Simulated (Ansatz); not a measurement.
**Hypothetical zinc blende CsBr, pressure series**

Take CsBr in the zinc blende structure (space group F-43m, No. 216; a = 8.165 Å; a hypothetical phase, not in the database extracts checked) as the base.

Cell and atoms are relaxed at each pressure.

Calculations: r2SCAN (Ansatz, a quantum-chemistry and plane-wave program; PAW; 500 eV plane waves; no spin-orbit coupling).

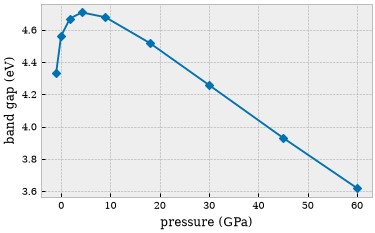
Figure. Band gap against pressure

### Question
From the plot, what is the band gap for pressure 60 GPa?

### Answer
About 3.62 eV.

### Question
Is the trend monotonic over the range shown?

### Answer
No, it turns within the range, spanning 3.62 eV to 4.71 eV.

Load acts through the strain it causes; cell and atoms are relaxed under it. No phonon test of stability was made. Competing high-pressure phases were not computed.
